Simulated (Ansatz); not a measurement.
**C2H6Ga (SMILES C[Ga]C): U-r2SCAN/6-31G(d) (spherical functions)**

Aim: the energy change on altering one bond length of C2H6Ga at U-r2SCAN/6-31G* (spherical functions), from 2 runs. 

Program for the calculation: Ansatz 0.2.0.

70 further runs of the same task are left out: 1 that didn't finish, 69 set aside as unsound or not needed.

## 1. Starting point

C2H6Ga: 9 atoms, total charge 0, spin state doublet. SMILES: `C[Ga]C`. Geometry: relaxed at PBE0-D4/def2-TZVP.

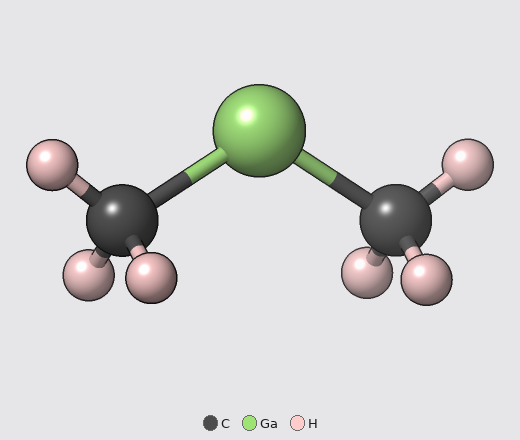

Viewed from a chosen angle; carbon dark grey, gallium green, hydrogen pink.

## 2. A single-point energy at U-r2SCAN/6-31G(d) (spherical functions)

File input.yaml:

```yaml
crystal:
  periodic: [false, false, false]
  atoms:
    - {symbol: C, position_ang: [-1.246620, 1.163020, 0.175280]}
    - {symbol: Ga, position_ang: [0.456630, 0.385560, 0.873010]}
    - {symbol: C, position_ang: [1.273950, -1.139610, -0.126050]}
    - {symbol: H, position_ang: [-2.014290, 0.382510, 0.177460]}
    - {symbol: H, position_ang: [-1.092470, 1.479700, -0.861100]}
    - {symbol: H, position_ang: [-1.602690, 2.011340, 0.758180]}
    - {symbol: H, position_ang: [2.201980, -1.496820, 0.318200]}
    - {symbol: H, position_ang: [1.469380, -0.822030, -1.155250]}
    - {symbol: H, position_ang: [0.554120, -1.963680, -0.159730]}
basis:
  gaussian:
    orbitals: 6-31G_st_-spherical.json
magnetization:
  spin_polarized: true
  initial_magnetization: 1
hamiltonian:
  xc: r2scan
accuracy: high
output: {orbitals: {seedname: orbitals}}
```

The basis set 6-31G* is read from a file made from the Basis Set Exchange's data (not shown).

The run is started by

```sh
$ ansatz run input.yaml --threads 1 --pin off --max-ram 3480MiB --events-out events.jsonl --progress --plain --runs-dir runs
```

Output:

```text
Warning: RAYON_NUM_THREADS=1 ignored (pool sized by the plan → 1); use --threads N
Functional definition: r2SCAN
  name "r2SCAN"
  parameter k0 = 0.174
  parameter k1 = 0.065
  parameter a1 = 4.9479
  exchange = r2scan_x(k0 = k0, k1 = k1, a1 = a1)
  correlation = r2scan_c
1662 factors; integrals over basis functions are off by at most 4.7e-9 eV
mean field evaluation 1: about -54528.5329 eV, gradient 4.8e1 eV
mean field evaluation 2: about -54515.9605 eV, gradient 6.5e1 eV
mean field evaluation 4: about -54539.3336 eV, gradient 3.6e0 eV
mean field evaluation 8: about -54539.3573 eV, gradient 2.8e-2 eV
mean field evaluation 16: about -54539.3574 eV, gradient 6.1e-5 eV
mean field -54539.35735209 eV, -2004.2844145850 hartree, gradient 2.2e-8 eV, S^2 0.752588; 0 other end points of the search recorded, 0 dependent functions left out
reference -54539.35735637 eV, -2004.2844147424 hartree; 25, 24 occupied and 47, 48 virtual orbitals, 1662 factors
Total energy: -54539.35735637 eV, -2004.2844147424 hartree
```

It took 20 s on 1 thread of Arm Neoverse V2, shared host; peak memory 0.4 GiB.

## 3. The distorted shape, same level

File input.yaml:

```yaml
basis:
  gaussian:
    orbitals: 6-31G_st_-spherical.json
crystal:
  periodic: [false, false, false]
  atoms:
    - {symbol: C, position_ang: [-2.360274, 1.591679, -0.357829]}
    - {symbol: Ga, position_ang: [-0.657024, 0.814219, 0.339901]}
    - {symbol: C, position_ang: [0.160296, -0.710951, -0.659159]}
    - {symbol: H, position_ang: [-3.127944, 0.811169, -0.355649]}
    - {symbol: H, position_ang: [-2.206124, 1.908359, -1.394209]}
    - {symbol: H, position_ang: [-2.716344, 2.439999, 0.225071]}
    - {symbol: H, position_ang: [2.201980, -1.496820, 0.318200]}
    - {symbol: H, position_ang: [0.355726, -0.393371, -1.688359]}
    - {symbol: H, position_ang: [-0.559534, -1.535021, -0.692839]}
accuracy: high
hamiltonian:
  xc: r2scan
output:
  orbitals: {seedname: orbitals}
magnetization:
  spin_polarized: true
  initial_magnetization: 1
```

The basis set 6-31G* is read from a file made from the Basis Set Exchange's data (not shown).

The run is started by

```sh
$ ansatz run input.yaml --threads 1 --pin off --max-ram 3480MiB --events-out events.jsonl --progress --plain --runs-dir runs
```

Output, shortened:

```text
Warning: RAYON_NUM_THREADS=1 ignored (pool sized by the plan → 1); use --threads N
[... 2 set-up lines as earlier in the session ...]
[...]
1664 factors; integrals over basis functions are off by at most 4.7e-9 eV
[...]
mean field -54535.04876732 eV, -2004.1260770153 hartree, gradient 3.1e-8 eV, S^2 1.437767; 4 other end points of the search recorded, 0 dependent functions left out
reference -54535.04877167 eV, -2004.1260771753 hartree; 25, 24 occupied and 47, 48 virtual orbitals, 1664 factors
Total energy: -54535.04877167 eV, -2004.1260771753 hartree
```

Wall time 73 s (1 thread of Arm Neoverse V2, shared host); peak memory 0.4 GiB.

## 4. What came out

At U-r2SCAN/6-31G* (spherical functions):

```
                                                         quantity           value
                                        first shape: total energy  -2004.28441 Eh
                  first shape: HOMO energy (highest over α and β)        -4.12 eV
                   first shape: LUMO energy (lowest over α and β)        -2.24 eV
                                                first shape: ⟨S²⟩           0.753
                                    distorted shape: total energy  -2004.12608 Eh
              distorted shape: HOMO energy (highest over α and β)        -4.26 eV
               distorted shape: LUMO energy (lowest over α and β)        -2.51 eV
                                            distorted shape: ⟨S²⟩           1.438
energy change with the C3–H7 bond stretched from 1.089 to 2.396 Å        4.309 eV
```

With the C3–H7 bond stretched from 1.089 to 2.396 Å the energy rises by 4.31 eV (416 kJ/mol). The first shape isn't relaxed at this level, so the change isn't measured from a minimum. ⟨S²⟩ (distorted shape) is 1.44 where a pure doublet has 0.75: the reference is spin-contaminated.
